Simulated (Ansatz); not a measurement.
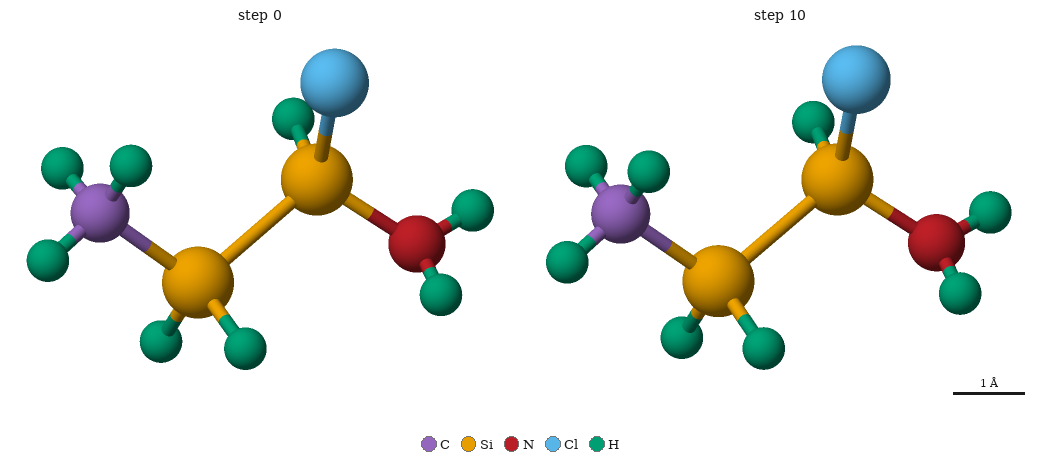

The structure of CH8ClNSi2 before (left) and after (right) a relaxation, at one scale.

A ball-and-stick model, seen at a tilt.

The start comes from PBE-D4/def2-SVP.

All numbers below come from Ansatz 0.2.0, RKS PBE0-D4/def2-TZVP.

Input file:
```yaml
crystal:
  periodic: [false, false, false]
  atoms:
    - {symbol: C, position_ang: [-0.793595, -1.045339, 1.888536]}
    - {symbol: Si, position_ang: [0.559872, -0.719137, 0.606979]}
    - {symbol: Si, position_ang: [-0.292596, 0.572122, -1.155761]}
    - {symbol: N, position_ang: [1.013538, 1.176905, -2.122235]}
    - {symbol: Cl, position_ang: [-1.459456, 2.059276, -0.178918]}
    - {symbol: H, position_ang: [-1.262058, -0.084819, 2.183348]}
    - {symbol: H, position_ang: [-1.584843, -1.696848, 1.464845]}
    - {symbol: H, position_ang: [-0.384277, -1.537019, 2.793267]}
    - {symbol: H, position_ang: [1.148817, -2.003896, 0.079351]}
    - {symbol: H, position_ang: [1.686709, 0.089401, 1.206722]}
    - {symbol: H, position_ang: [-1.242680, -0.113583, -2.096416]}
    - {symbol: H, position_ang: [1.821642, 1.600083, -1.657260]}
    - {symbol: H, position_ang: [0.809328, 1.668056, -2.997658]}
basis:
  gaussian: {orbitals: def2-TZVP}
hamiltonian: {xc: pbe0, dispersion: d4}
relax: {f_tol: 0.005, max_steps: 150}
```

Command:
```bash
ansatz run in.yaml --threads 4 --pin off --events-out ev --progress --plain --max-ram 10444MiB
```

### What changed between the two?

H6 moves most after the best rigid fit: 0.11 Å. Largest moves by element: H 0.11 Å, Cl 0.10 Å, N 0.05 Å, Si 0.02 Å, C 0.02 Å. Some distances before and after: Si3–Cl5 2.128 → 2.092 Å, Si3–N4 1.734 → 1.706 Å, C1–Si2 1.892 → 1.873 Å, Si3–H11 1.503 → 1.484 Å. Over 10 geometry steps the energy falls by 6.00 kJ/mol. The largest force component goes from 0.57 to 0.0026 eV/Å. The forces were under the threshold at step 6, but the run went on from there. The run took 45 s on 4 threads of AMD EPYC 7B13, on a shared host.
